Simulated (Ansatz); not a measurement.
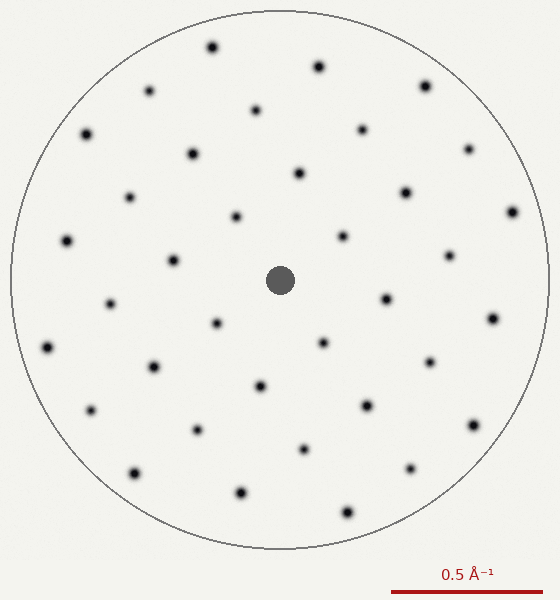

Simulated LEED pattern at 180 eV and normal incidence, from the upper face of a slab model. Spot positions follow from the surface net; brightness is a rough single-scattering estimate from the outer layers, good only for telling present from absent.

What surface net do the spots show?

The spots form a square reciprocal net with shortest vectors 0.255 and 0.255 Å⁻¹ at 90.0°. The primitive real-space mesh has edges 3.93 and 3.93 Å at 90.0° (or its supplement) and area 15.4 Å².

The slab has composition Li3Au (4 atoms a cell, 2.3 Å thick). Structure: the end point of a relaxation with Ansatz, DFT PBE, scalar-relativistic, plane waves, PAW; the starting structure was generated, so it need not be a known form of this composition.
